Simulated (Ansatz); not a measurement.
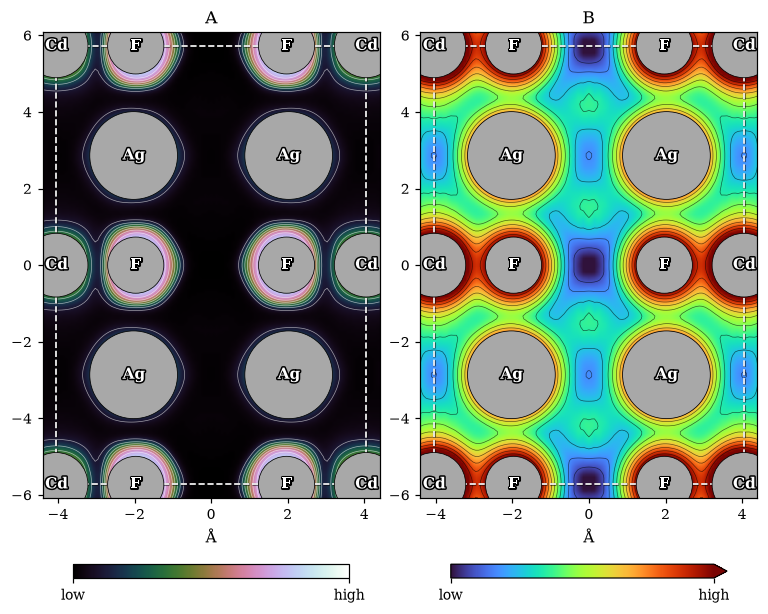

CdAg2F6: 2 fields on the (101) plane of the conventional cell, with unlabelled colour scales. Grey discs cover the atomic cores.

Space group Fm-3m; a structure generated by program, which may or may not match a known phase; spin-polarised.

The calculation used Ansatz 0.2.0, DFT PBE, scalar-relativistic, plane waves, PAW.

```
Cd Ag F
1.0
     8.09646    0.00000    0.00000
     0.00000    8.09646    0.00000
     0.00000    0.00000    8.09646
Cd Ag F
4 8 24
Direct
  0.00000 0.00000 0.00000
  0.50000 0.50000 0.00000
  0.50000 0.00000 0.50000
  0.00000 0.50000 0.50000
  0.25000 0.25000 0.25000
  0.75000 0.75000 0.25000
  0.75000 0.25000 0.75000
  0.25000 0.75000 0.75000
  0.75000 0.25000 0.25000
  0.25000 0.75000 0.25000
  0.25000 0.25000 0.75000
  0.75000 0.75000 0.75000
  0.25681 0.00000 0.00000
  0.75681 0.50000 0.00000
  0.75681 0.00000 0.50000
  0.25681 0.50000 0.50000
  0.74319 0.00000 0.00000
  0.24319 0.50000 0.00000
  0.24319 0.00000 0.50000
  0.74319 0.50000 0.50000
  0.00000 0.25681 0.00000
  0.50000 0.75681 0.00000
  0.50000 0.25681 0.50000
  0.00000 0.75681 0.50000
  0.50000 0.24319 0.00000
  0.00000 0.74319 0.00000
  0.00000 0.24319 0.50000
  0.50000 0.74319 0.50000
  0.00000 0.00000 0.25681
  0.50000 0.50000 0.25681
  0.50000 0.00000 0.75681
  0.00000 0.50000 0.75681
  0.50000 0.00000 0.24319
  0.00000 0.50000 0.24319
  0.00000 0.00000 0.74319
  0.50000 0.50000 0.74319
```

> Match the panels to the quantities (electron localisation function and valence pseudo-density).

Panel A: electron localisation function. Panel B: valence pseudo-density. From the grid: Cd–F (2.08 Å): ρ is about 0.62 e/Å³ halfway; the ELF peaks at about 0.75 in the valence shell of F, 0.6 Å from its nucleus, and drops to about 0.15 between the two atoms (no shared electron pair shows on this line). Ag–F (2.86 Å): the density is about 0.1 e/Å³ at the midpoint; the ELF is about 0.05 at the midpoint; no localised pair shows between them.
